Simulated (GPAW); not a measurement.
## Core-hole calculation of the F K edge in KCaF3 (Pm-3m)

What does one-electron theory with a core hole give for the F K edge of KCaF3 (Pm-3m)?

Program: GPAW 26.7.0. Level of theory: X-ray absorption from dipole matrix elements to empty bands, plane-wave PAW LDA. Results are calculated unless marked as measured.

### 1. The starting structure

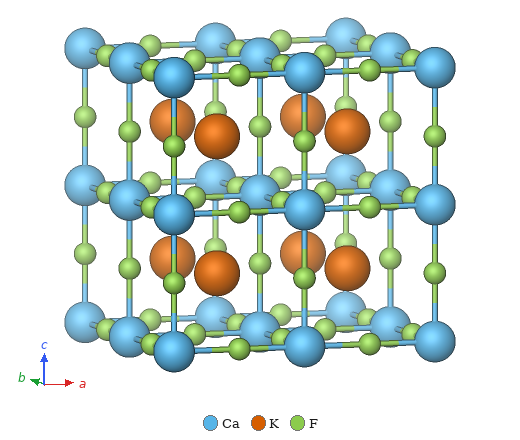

Start, viewed slightly off an axis; calcium blue, potassium orange, fluorine green. 2×2×2 cells are drawn. Some periodic images of atoms are drawn too.

Structure file:

```
Ca K F
1.0
     4.48173    0.00000    0.00000
     0.00000    4.48173    0.00000
     0.00000    0.00000    4.48173
Ca K F
1 1 3
Direct
  0.00000 0.00000 0.00000
  0.50000 0.50000 0.50000
  0.50000 0.00000 0.00000
  0.00000 0.00000 0.50000
  0.00000 0.50000 0.00000
```

### 2. The field without a hole

The ground state comes first: it tells whether the system has a gap, which decides how the excited electron is treated.

scf.py

```python
import numpy as np
from ase import Atoms
from ase.parallel import parprint, paropen
from gpaw import GPAW, PW, FermiDirac, Mixer, MixerDif, setup_paths
from gpaw.test import gen
setup_paths.insert(0, '.')
gen('F', name='nch1s', xcname='LDA', corehole=(1, 0, 0), write_xml=True)
from gpaw.mpi import world
world.barrier()

atoms = Atoms('CaKF3',
    cell=[[4.481726, 0, 0],
     [0, 4.481726, 0],
     [0, 0, 4.481726]],
    scaled_positions=[[0, 0, 0],
     [0.5, 0.5, 0.5],
     [0.5, 0, 0],
     [0, 0, 0.5],
     [0, 0.5, 0]],
    pbc=True)
atoms.calc = calc = GPAW(legacy_gpaw=True, mode=PW(500, force_complex_dtype=True), xc='LDA', setups={2: 'nch1s'},
    kpts={'size': (6, 6, 6), 'gamma': True}, occupations=FermiDirac(0.05),
    charge=0, mixer=Mixer(0.1, 5, 50), maxiter=150,
    convergence={'density': 0.0001, 'eigenstates': 1e-6}, txt='scf.txt')
energy = atoms.get_potential_energy() + calc.get_reference_energy()
ef = calc.get_fermi_level()
out = dict(energy=energy, fermi=ef, forces=atoms.get_forces().tolist())
parprint(f'all-electron energy {energy:.4f} eV, Fermi level {ef:.4f} eV')
ev = np.array([[calc.get_eigenvalues(k, s) for k in range(len(calc.get_ibz_k_points()))] for s in range(calc.get_number_of_spins())])
out['homo'], out['lumo'], out['counts'] = ev[ev < ef].max(), ev[ev > ef].min(), sorted(set((ev < ef).sum((0, 2)).tolist()))
out['filled'] = (ev[:, 0] < ef).sum(1).tolist()
import json
with paropen('out.json', 'w') as f:
    json.dump(out, f)
```

On the command line:

```console
$ OMP_NUM_THREADS=1 mpirun -n 4 gpaw python scf.py
```

Numbers of over 12 decimals in the logs are rounded to 6 here.

The log of the run:

```text
Input parameters:
  convergence: {density: 0.0001,
                eigenstates: 1e-06}
  kpts: {gamma: True,
         size: (6, 6, 6)}
  maxiter: 150
  mixer: {backend: pulay,
          beta: 0.1,
          method: separate,
          nmaxold: 5,
          weight: 50}
  mode: {ecut: 500.0,
         force_complex_dtype: True,
         name: pw}
  occupations: {fixmagmom: False,
                name: fermi-dirac,
                width: 0.05}
  setups: {2: nch1s}

Initialize ...

[... PAW data sets ...]

Reference energy: -42903.959213  # eV

Spin-paired calculation

[... convergence settings ...]
Symmetries present (total): 16
  [... symmetry matrices ...]

216 k-points: 6 x 6 x 6 Monkhorst-Pack grid + [1/12,1/12,1/12]
40 k-points in the irreducible part of the Brillouin zone
       k-points in crystal coordinates                weights
   0:     0.00000000    0.00000000    0.00000000          1/216
   1:     0.00000000    0.16666667    0.00000000          4/216
   2:     0.00000000    0.16666667    0.16666667          4/216
   3:     0.00000000    0.33333333    0.00000000          4/216
   4:     0.00000000    0.33333333    0.16666667          8/216
   5:     0.00000000    0.33333333    0.33333333          4/216
   6:     0.00000000    0.50000000    0.00000000          2/216
   7:     0.00000000    0.50000000    0.16666667          4/216
   8:     0.00000000    0.50000000    0.33333333          4/216
   9:     0.00000000    0.50000000    0.50000000          1/216
          ...
  39:     0.50000000    0.50000000    0.50000000          1/216

Wave functions: Plane wave expansion
  Cutoff energy: 500.000 eV
  Number of coefficients (min, max): 2260, 2320
  Pulay-stress correction: 0.000000 eV/Ang^3 (de/decut=0.000000)
  Using FFTW library
  Wavefunction extrapolation:
    Improved wavefunction reuse through dual PAW basis

Occupation numbers: Fermi-Dirac:
  width: 0.0500  # eV

Eigensolver
   Davidson(niter=2)

Densities:
  Coarse grid: 24*24*24 grid
  Fine grid: 48*48*48 grid
  Total Charge: 0.000000

Density mixing:
  Method: separate
  Backend: pulay
  Linear mixing parameter: 0.1
  old densities: 5
  Width of damping distribution: 1.1
  Damping of long wavelength oscillations: 50

[... Hamiltonian set-up ...]
Number of atoms: 5
Number of atomic orbitals: 22
Number of bands in calculation: 22
Number of valence electrons: 40
Bands to converge: occupied

... initialized

Initializing position-dependent things.

Density initialized from atomic densities
Creating initial wave functions:
  22 bands from LCAO basis set

Positions:
   0 Ca     0.000000    0.000000    0.000000    ( 0.0000,  0.0000,  0.0000)
   1 K      2.240863    2.240863    2.240863    ( 0.0000,  0.0000,  0.0000)
   2 F      2.240863    0.000000    0.000000    ( 0.0000,  0.0000,  0.0000)
   3 F      0.000000    0.000000    2.240863    ( 0.0000,  0.0000,  0.0000)
   4 F      0.000000    2.240863    0.000000    ( 0.0000,  0.0000,  0.0000)

Unit cell:
           periodic     x           y           z      points  spacing
  1. axis:    yes    4.481726    0.000000    0.000000    24     0.1867
  2. axis:    yes    0.000000    4.481726    0.000000    24     0.1867
  3. axis:    yes    0.000000    0.000000    4.481726    24     0.1867

  Lengths:   4.481726   4.481726   4.481726
  Angles:   90.000000  90.000000  90.000000

Effective grid spacing dv^(1/3) = 0.1867

iter:   1   -29.096095
iter:   2   -28.359510   -0.82  -1.21
iter:   3   -27.607020   -0.60  -1.30
iter:   4   -27.582127   -0.86  -1.46
iter:   5   -27.471202   -1.41  -1.75
iter:   6   -27.467727   -3.54  -2.51
iter:   7   -27.467929c  -2.68  -2.69
iter:   8   -27.465510c  -2.81  -2.65
iter:   9   -27.464605c  -3.76  -3.00
iter:  10   -27.465164c  -3.68  -3.22
iter:  11   -27.464528c  -3.68  -3.07
iter:  12   -27.464526c  -5.25  -3.90
iter:  13   -27.464530c  -5.88  -3.91
iter:  14   -27.464532c  -6.58c -3.83
iter:  15   -27.464533c  -7.09c -3.80
iter:  16   -27.464535c  -7.50c -3.78
iter:  17   -27.464516c  -5.51  -3.75
iter:  18   -27.464515c  -6.25c -4.11c

Converged after 18 iterations.

Dipole moment: (-0.000000, 0.000000, -0.000000) |e|*Ang

Energy contributions relative to reference atoms: (reference = -42903.959213)

Kinetic:        +16.821702
Potential:      -16.014878
External:        +0.000000
XC:             -27.570659
Entropy (-ST):   -0.000000
Local:           -0.700679
SIC:             +0.000000
--------------------------
Free energy:    -27.464515
Extrapolated:   -27.464515

Showing only first 2 kpts
 Kpt  Band  Eigenvalues  Occupancy
  0    18     -1.27314    2.00000
  0    19     -1.27314    2.00000
  0    20      4.69988    0.00000
  0    21      7.77291    0.00000

  1    18     -1.30040    2.00000
  1    19     -1.30039    2.00000
  1    20      5.05555    0.00000
  1    21      7.89921    0.00000

Fermi level: 0.56845

Gap: 5.801 eV
Transition (v -> c):
  (s=0, k=39, n=19, [0.50, 0.50, 0.50]) -> (s=0, k=0, n=20, [0.00, 0.00, 0.00])
Direct/indirect transitions are different
Direct gap: 5.973 eV
Transition at: (s=0, k=0, n=19, [0.00, 0.00, 0.00])

Forces in eV/Ang:
  0 Ca    0.00000    0.00000    0.00000
  1 K     0.00000    0.00000    0.00000
  2 F     0.00000    0.00000    0.00000
  3 F     0.00000    0.00000    0.00000
  4 F    -0.00000    0.00000    0.00000
Scalar-relativistic atomic LDA calculation for F (Fluorine, Z=9)
Core hole in 1s state (1s occupation: 2.0)
300 radial gridpoints.
|------------------------------------------------|
|------------------------------------------------|
[... the atom generator's iteration count ...]

Energy contributions:
-------------------------
Kinetic:      +98.924702
XC:            -9.628727
Potential:   -188.480882
-------------------------
Total:        -99.184907

state      eigenvalue         ekin         rmax
-----------------------------------------------
1s^2.0 :   -24.213779    36.855229        0.115
2s^2.0 :    -1.089490     4.159703        0.767
2p^5.0 :    -0.415007     3.378968        0.703
-----------------------------------------------
(units: Bohr and Hartree)

Generating PAW setup
Kinetic energy of the core from tauc = 73.784289
Cutoffs:
rc(s)=1.200
rc(p)=1.200
rc(d)=1.200
rc(vbar)=1.080
rc(comp)=1.200
rc(nct)=1.200

Kinetic energy of the core states: 73.710458
Charge: 0.0
Core electrons: 2.0
Valence electrons: 7.0
Pseudo-core charge: 0.000387
Shape function alpha=6.944
Pseudo-electron charge 6.013308
state    eigenvalue         norm
--------------------------------
2s(2) :    -1.089490     1.062936
*s    :    -0.089490
2p(5) :    -0.415007     0.777410
*p    :     0.584993
*d    :     0.000000
--------------------------------

Diagonalizing with gridspacing h=0.050

state   all-electron     PAW
-------------------------------
2s:      -1.089490    -1.091166
2p:      -0.415007    -0.417133
*d:                    0.051257
*f:                    0.077758
-------------------------------
all-electron energy -42931.4237 eV, Fermi level 0.5685 eV
```

It took 8.5 s on 4 MPI ranks of Intel Xeon 6975P-C (Granite Rapids), shared host; peak memory 0.2 GiB; 33 s of CPU time.

The mesh shows a gap of 5.80 eV, so the hole is first treated in a charged cell, without the excited electron.

### 3. Spectrum without a core hole, F atom 3

This cheap baseline ignores the attraction of the hole: it shows the absorber's empty states as they are in the ground state. The data set with a hole of occupation 0 only carries the core orbital.

The absorber has 2 Ca at 2.24 Å (linear, site symmetry 4/mmm).

xas.py

```python
import numpy as np
from ase import Atoms
from ase.parallel import parprint, paropen
from gpaw import GPAW, PW, FermiDirac, Mixer, MixerDif, setup_paths
from gpaw.test import gen
setup_paths.insert(0, '.')
gen('F', name='nch1s', xcname='LDA', corehole=(1, 0, 0), write_xml=True)
from gpaw.mpi import world
world.barrier()

atoms = Atoms('CaKF3',
    cell=[[4.481726, 0, 0],
     [0, 4.481726, 0],
     [0, 0, 4.481726]],
    scaled_positions=[[0, 0, 0],
     [0.5, 0.5, 0.5],
     [0.5, 0, 0],
     [0, 0, 0.5],
     [0, 0.5, 0]],
    pbc=True)
atoms.calc = calc = GPAW(legacy_gpaw=True, mode=PW(500, force_complex_dtype=True), xc='LDA', setups={2: 'nch1s'},
    kpts={'size': (6, 6, 6), 'gamma': True}, occupations=FermiDirac(0.02),
    charge=0, mixer=Mixer(0.1, 5, 50), maxiter=150,
    convergence={'density': 0.0001, 'eigenstates': 1e-6}, txt='scf.txt')
energy = atoms.get_potential_energy() + calc.get_reference_energy()
ef = calc.get_fermi_level()
out = dict(energy=energy, fermi=ef, forces=atoms.get_forces().tolist())
parprint(f'all-electron energy {energy:.4f} eV, Fermi level {ef:.4f} eV')
ev = np.array([[calc.get_eigenvalues(k, s) for k in range(len(calc.get_ibz_k_points()))] for s in range(calc.get_number_of_spins())])
out['homo'], out['lumo'], out['counts'] = ev[ev < ef].max(), ev[ev > ef].min(), sorted(set((ev < ef).sum((0, 2)).tolist()))
out['filled'] = (ev[:, 0] < ef).sum(1).tolist()

from ase.units import Ha
from gpaw.xas import dipole_matrix_elements
nb = int(calc.get_number_of_electrons() / 2) + 57
top, nb = nb, nb + 8 + nb // 12
nscf = calc.fixed_density(kpts={'size': (5, 5, 5), 'gamma': True}, nbands=nb,
    convergence={'bands': top, 'eigenstates': 5e-3}, maxiter=60, txt='nscf.txt')
cell = atoms.cell.array
ops = [cell.T @ U.T @ np.linalg.inv(cell.T) for U in nscf.wfs.kd.symmetry.op_scc]
filled = [20]  # bands filled in the ground state, by spin
E = np.arange(-25, 34, 0.1)
fwhm = np.interp(E, [4, 25], [0.9, 3.5])
Y, X, zero, highest = 0, 0, 1e9, 1e9
for spin in range(nscf.get_number_of_spins()):
    wfs = nscf.wfs
    mine = wfs.bd.get_slice()  # this rank's bands
    A = dipole_matrix_elements(wfs.setups[2])
    eps = np.zeros((wfs.kd.nibzkpts, nb))
    d = np.zeros((3, A.shape[1], wfs.kd.nibzkpts, nb), complex)
    for kpt in wfs.kpt_u:
        if kpt.s == spin and 2 in kpt.P_ani:
            eps[kpt.k, mine] = kpt.eps_n * Ha
            d[:, :, kpt.k, mine] = (kpt.weight * wfs.nspins / 2) ** 0.5 * np.inner(A, kpt.P_ani[2])
    world.sum(eps)
    world.sum(d)
    T = np.einsum('amkn,bmkn->abkn', d, d.conj()).real
    T = sum(np.einsum('ai,ijkn,bj->abkn', R, T, R) for R in ops) / len(ops)
    empty = np.ones_like(eps, bool) & (np.arange(nb) >= filled[spin])
    zero, highest = min(zero, eps[empty].min()), min(highest, eps[:, top - 1].min())
    lines = [(eps, T, empty)] if spin == 0 else lines + [(eps, T, empty)]
for eps, T, empty in lines:
    f = np.einsum('aakn->akn', T).reshape(3, -1)
    x = eps.ravel() - zero
    w = np.interp(x, E, fwhm) / 2.35482
    g = np.exp(-0.5 * ((E[:, None] - x) / w) ** 2) / (w * (2 * np.pi) ** 0.5)
    Y = Y + (f * empty.ravel()) @ g.T
    X = X + (f * ~empty.ravel()) @ g.T
out.update(E=E.round(2).tolist(), xas=Y.tolist(), xes=X.tolist(), zero=zero, valid=highest - zero, nk=len(eps), nb=nb)
for i in range(0, len(E), 10):
    parprint(f'{E[i]:7.2f}', *(f'{v:10.3e}' for v in Y[:, i]))
import json
with paropen('out.json', 'w') as f:
    json.dump(out, f)
```

On the command line:

```console
$ OMP_NUM_THREADS=1 mpirun -n 4 gpaw python xas.py
```

The log of the run:

```text
Input parameters:
  convergence: {density: 0.0001,
                eigenstates: 1e-06}
  kpts: {gamma: True,
         size: (6, 6, 6)}
  maxiter: 150
  mixer: {backend: pulay,
          beta: 0.1,
          method: separate,
          nmaxold: 5,
          weight: 50}
  mode: {ecut: 500.0,
         force_complex_dtype: True,
         name: pw}
  occupations: {fixmagmom: False,
                name: fermi-dirac,
[...]
*p    :     0.584993
*d    :     0.000000
--------------------------------

Diagonalizing with gridspacing h=0.050

state   all-electron     PAW
-------------------------------
2s:      -1.089490    -1.091166
2p:      -0.415007    -0.417133
*d:                    0.051257
*f:                    0.077758
-------------------------------
all-electron energy -42931.4237 eV, Fermi level 0.5685 eV
[...]
32.00  3.856e-05  3.247e-05  3.247e-05
  33.00  3.268e-05  3.460e-05  3.460e-05
[key lines of the parts left out:]
Converged after 18 iterations.
Dipole moment: (-0.000000, 0.000000, -0.000000) |e|*Ang
Free energy:    -27.464515
Fermi level: 0.56845
```

Elapsed: 13 s, on 4 MPI ranks; peak memory 0.25 GiB.

The F K spectrum, F atom 3, no core hole (energy from the lowest empty level; intensity scaled to a mean of 1 over the first 20 eV):

```
E (eV)  intensity
  -2.0       0.00
  -0.5       0.00
   1.0       0.13
   2.5       0.79
   4.0       2.59
   5.5       1.56
   7.0       1.34
   8.5       1.08
  10.0       0.89
  11.5       0.62
  13.0       0.71
  14.5       1.26
  16.0       1.02
  17.5       0.63
  19.0       0.56
  20.5       0.76
  22.0       0.97
  23.5       1.09
  25.0       1.14
  26.5       1.25
  28.0       1.28
  29.5       1.21
  31.0       0.94
```

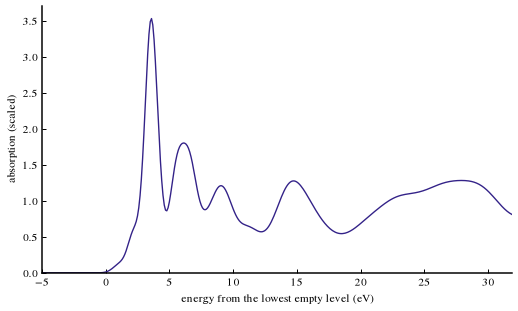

The F K edge, F atom 3, no core hole: main maxima at 3.6, 6.1 and 14.7 eV.

Main maxima below 24 eV (height): 3.6 eV (3.53), 6.1 eV (1.80), 9.1 eV (1.21) and 14.7 eV (1.28). A K edge sees empty p states on the absorber.

The same matrix elements for filled bands give the F K emission of F atom 3 (ground-state approximation; energy from the lowest empty level, largest value 1):

```
E (eV)  emission
 -24.0      0.00
 -22.5      0.00
 -21.0      0.00
 -19.5      0.00
 -18.0      0.00
 -16.5      0.00
 -15.0      0.00
 -13.5      0.00
 -12.0      0.00
 -10.5      0.00
  -9.0      0.00
  -7.5      0.28
  -6.0      0.77
  -4.5      0.00
  -3.0      0.00
  -1.5      0.00
   0.0      0.00
   1.5      0.00
   3.0      0.00
```

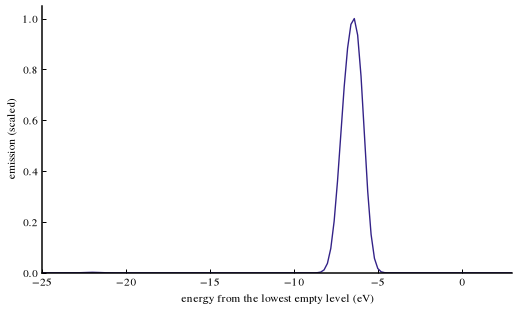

X-ray emission from the filled bands.

Emission maxima: -6.4 eV (1.00).

### 4. Reference energy of the supercell

The photon energy needs a difference of total energies, so the cell and mesh of the coming hole run are first run without a hole.

Edit scf.py of step 2 so:

```diff
@@ -10,14 +10,19 @@
 
-atoms = Atoms('CaKF3',
-    cell=[[4.481726, 0, 0],
-     [0, 4.481726, 0],
-     [0, 0, 4.481726]],
+atoms = Atoms('Ca2K2F6',
+    cell=[[4.481726, 0, 4.481726],
+     [0, 4.481726, 4.481726],
+     [0, -4.481726, 4.481726]],
     scaled_positions=[[0, 0, 0],
-     [0.5, 0.5, 0.5],
-     [0.5, 0, 0],
-     [0, 0, 0.5],
-     [0, 0.5, 0]],
+     [0, 0.5, 0.5],
+     [0.5, 0.25, 0.75],
+     [0.5, 0.75, 0.25],
+     [0.5, 0.75, 0.75],
+     [0.5, 0.25, 0.25],
+     [0, 0.25, 0.25],
+     [0, 0.75, 0.75],
+     [0, 0.25, 0.75],
+     [0, 0.75, 0.25]],
     pbc=True)
-atoms.calc = calc = GPAW(legacy_gpaw=True, mode=PW(500, force_complex_dtype=True), xc='LDA', setups={2: 'nch1s'},
-    kpts={'size': (6, 6, 6), 'gamma': True}, occupations=FermiDirac(0.05),
+atoms.calc = calc = GPAW(legacy_gpaw=True, mode=PW(500, force_complex_dtype=True), xc='LDA', setups={4: 'nch1s'},
+    kpts={'size': (4, 4, 4), 'gamma': True}, occupations=FermiDirac(0.02),
     charge=0, mixer=Mixer(0.1, 5, 50), maxiter=150,
```

On the command line:

```console
$ OMP_NUM_THREADS=1 mpirun -n 4 gpaw python scf.py
```

The log of the run:

```text
Input parameters:
  convergence: {density: 0.0001,
                eigenstates: 1e-06}
  kpts: {gamma: True,
         size: (4, 4, 4)}
  maxiter: 150
  mixer: {backend: pulay,
          beta: 0.1,
          method: separate,
          nmaxold: 5,
          weight: 50}
  mode: {ecut: 500.0,
         force_complex_dtype: True,
         name: pw}
  occupations: {fixmagmom: False,
                name: fermi-dirac,
[...]
--------------------------------
2s(2) :    -1.089490     1.062936
*s    :    -0.089490
2p(5) :    -0.415007     0.777410
*p    :     0.584993
*d    :     0.000000
--------------------------------

Diagonalizing with gridspacing h=0.050

state   all-electron     PAW
-------------------------------
2s:      -1.089490    -1.091166
2p:      -0.415007    -0.417133
*d:                    0.051257
*f:                    0.077758
-------------------------------
all-electron energy -85862.8471 eV, Fermi level 0.5682 eV
[key lines of the parts left out:]
Converged after 19 iterations.
Dipole moment: (0.000000, 0.000000, 0.000000) |e|*Ang
Free energy:    -54.928660
Fermi level: 0.56821
```

The job ended after 18 s (4 MPI ranks; peak memory 0.27 GiB).

Reference energy: -85862.847 eV with the cores included.

(Continued in part 2 of 3.)

[Banner, clock and machine lines of the logs are left out without a mark of their own.]

[Logs are printed without paths, hosts, clocks, repeated set-up lines and the standing remarks that a program may print on its own settings, such as how far it seeks lower states.]

[Hosts, paths, dates, database ids (printed as entryN), source tags and the programs' standing remarks are cut or masked in the printed files.]

[Lists of maxima count a maximum above −3 eV only where it reaches 4 % of the highest in the window and stands out from its surroundings by 2 % of it (1.5 % where it reaches 55 %); shoulders and weaker maxima are passed over, and of the rest the first, up to two pre-edge ones and the few strongest are named.]
